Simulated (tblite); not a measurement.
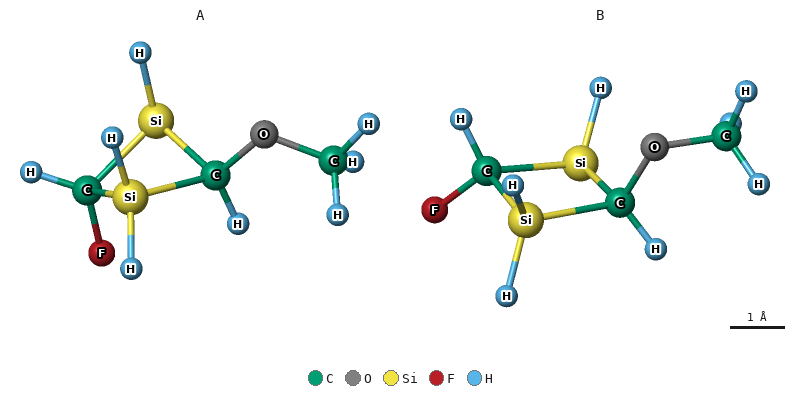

Two geometries of C$_{3}$H$_{8}$FOSi$_{2}$ (multiplicity 2), drawn at one scale. One is the start of a relaxation, the other its converged end. Style: ball-and-stick. Shown at a tilt.

Method: GFN2-xTB geometry optimisation, gas phase (tblite). 

Which of the two is the end point?

Answer. Structure B is the relaxed one. The atom that moves furthest after the best rigid fit is an H atom (1.81 Å). By element the largest moves are H 1.81 Å, F 1.50 Å, Si 0.97 Å, C 0.57 Å, O 0.41 Å. Some distances before and after: C–Si 1.857 → 1.954 Å, C–Si 1.891 → 1.936 Å, C–O 1.381 → 1.426 Å, C–H 1.114 → 1.089 Å. Among the angles between lasting bonds that change: F–C–H 116.7° → 104.5°, Si–C–Si 85.0° → 92.5°, F–C–Si 108.3° → 114.5°. Groups turn about C–O by about 45°. After 135 geometry steps the energy has fallen by 18.7 kcal/mol. The run took 0.82 s on 1 thread of Arm Neoverse V2 (shared host).
